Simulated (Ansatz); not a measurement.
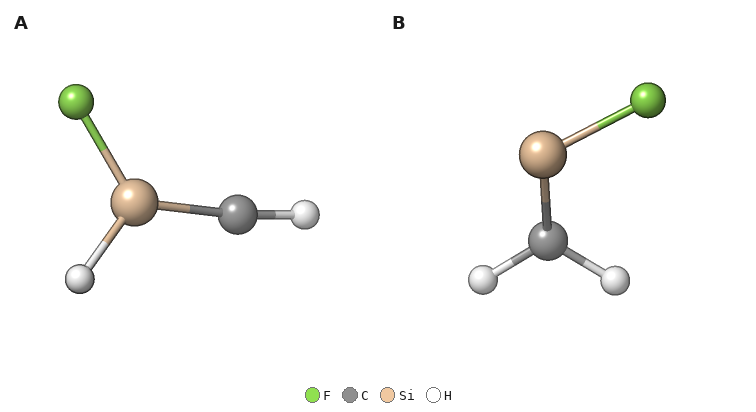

2 stationary structures of one formula. The species is neutral and a spin doublet. Geometries: PBE-D4/def2-SVP. Electronic energies: PBE-D4/def2-SVP (Ansatz 0.2.0), without zero-point energy. No frequency run is at hand to confirm each as a minimum.

**Rank them by energy, lowest first.**

B is lowest (C1); A lies 105.2 kJ/mol above it (Cs).
